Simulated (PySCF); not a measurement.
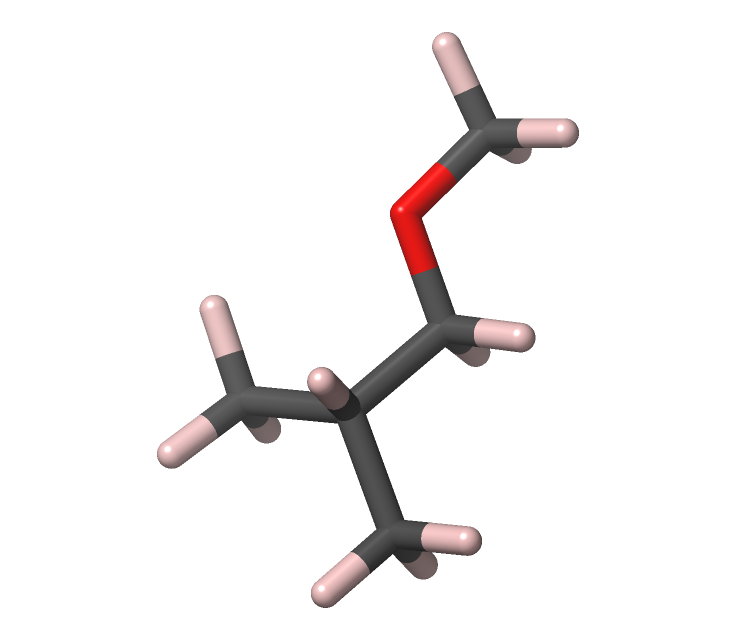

Stick drawing of a structure. Colours: carbon dark grey, oxygen red, hydrogen pink.

The geometry was computed by an optimisation with PBE0-D3(BJ)/def2-SVP. No frequency run is at hand to confirm it as a minimum.

Question: Count the atoms of each element.

Answer: C5H12O, 18 atoms: 5 carbon, 12 hydrogen and 1 oxygen.

Question: Does it have rings?

Answer: It has no ring.

Question: Give the symmetry (Schoenflies symbol).

Answer: C1.

The parts below concern this one geometry. Atoms keep their numbers from picture to picture.

### Geometry

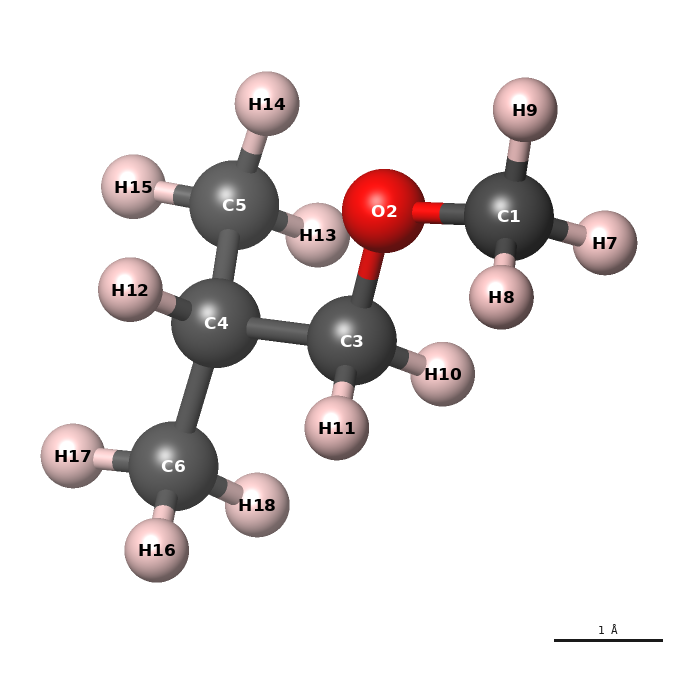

The atoms are numbered. No frequency run is at hand to confirm it as a minimum.

Estimate the angles O2–C1–H7, O2–C3–H10, O2–C3–H11, C4–C3–H10, C4–C3–H11, C4–C5–H13, C4–C5–H15, C4–C6–H16, C4–C6–H17, C4–C6–H18, C5–C4–H12, C6–C4–H12.

```csv
angle,degrees
O2–C1–H7,112.1
O2–C3–H10,110.5
O2–C3–H11,110.4
C4–C3–H10,109.7
C4–C3–H11,109.9
C4–C5–H13,110.7
C4–C5–H15,111.2
C4–C6–H16,111.8
C4–C6–H17,111.0
C4–C6–H18,111.0
C5–C4–H12,108.2
C6–C4–H12,108.6
```

### Electronic properties

No frequency run is at hand to confirm it as a minimum. Level of theory: PBE0/def2-SVPD in chloroform (IEF-PCM) (PySCF 2.14.0). Excitations: vertical, linear response.

Question: What is the LUMO energy (Kohn–Sham orbital)?

Answer: 0.87 eV.

Question: What is the HOMO energy (Kohn–Sham orbital)?

Answer: −7.40 eV.

Question: Estimate the brightest of the 6 lowest singlets.

Answer: 7.90 eV.

Question: Give the lowest vertical singlet excitation at this level.

Answer: 7.04 eV.

### Quadrupole coupling

No frequency run is at hand to confirm it as a minimum. Electric field gradients from the ground-state density, PBE0/pcSseg-1 in chloroform (IEF-PCM) (PySCF 2.14.0), non-relativistic apart from any core potentials.

Give the largest field-gradient component, the quadrupole coupling constant and the asymmetry for 17O at O2 (Q = −25.6 mb).

```
atom  V_zz (a.u.)  e²qQ/h (MHz)     η
  O2       −1.989         11.96  0.99
```

### Charges

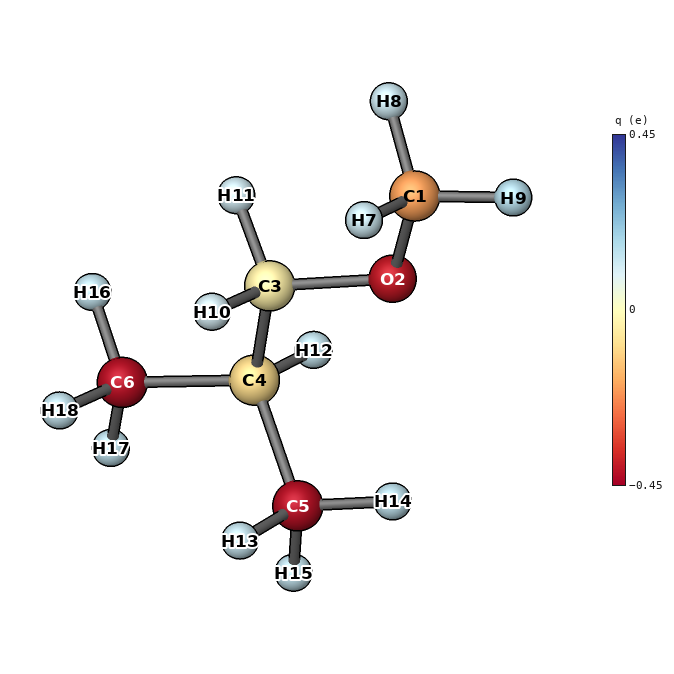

Atoms are coloured by their IAO charges. No frequency run is at hand to confirm it as a minimum. Properties computed with PBE0/pcSseg-1 in chloroform (IEF-PCM) (PySCF 2.14.0).

Question: Which atom carries the highest charge (most positive or least negative)?

Answer: H9 (0.16 e).

Question: And the lowest?

Answer: C5, C6 (−0.41 e).

Give the IAO charges atom by atom.

```tsv
atom	value (e)
C1	−0.20
O2	−0.40
C3	−0.04
C4	−0.09
C5	−0.41
C6	−0.41
H7	0.12
H8	0.12
H9	0.16
H10	0.10
H11	0.11
H12	0.13
H13	0.13
H14	0.14
H15	0.14
H16	0.14
H17	0.14
H18	0.13
```
